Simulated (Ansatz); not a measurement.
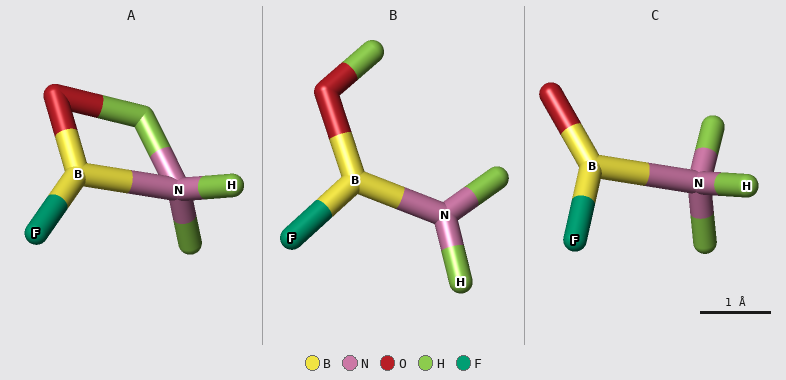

Three geometries of BNH3OF: a saddle point and the two minima that it joins, in shuffled order. A stick model, seen at a tilt. Sticks join atoms that are closer than about 1.2 times the sum of their covalent radii (a little more with hydrogen).

Stationary points at PBE0-D4/def2-TZVP, single-point energies with CCSD(T)/CBS (def2-TZVPP where no basis is named; Ansatz 0.2.0). The energies are electronic, without zero-point or thermal terms, and both ends are the minima reached downhill from the saddle, with any fragments still in contact. CCSD(T)/CBS stands for a frozen-core estimate: MP2 correlation extrapolated from def2-TZVPP and def2-QZVPP, CCSD(T) minus MP2 from the smaller set.

**Which frame is the transition state, what reaction does it lead through, and what barrier is to be expected?**

Frame A is the saddle point. From B over the saddle to C, a bond forms: H–N (2.60 → 1.24 → 1.02 Å). A bond breaks: H–O (0.96 → 1.35 → 2.50 Å). Bonds that stay but change much: B–N (1.41 → 1.57 → 1.66 Å). The saddle has one imaginary mode, 1542i cm⁻¹. With CCSD(T)/CBS the barrier is 212.2 kJ/mol from B and 80.7 kJ/mol from C, and C lies 131.4 kJ/mol above B.
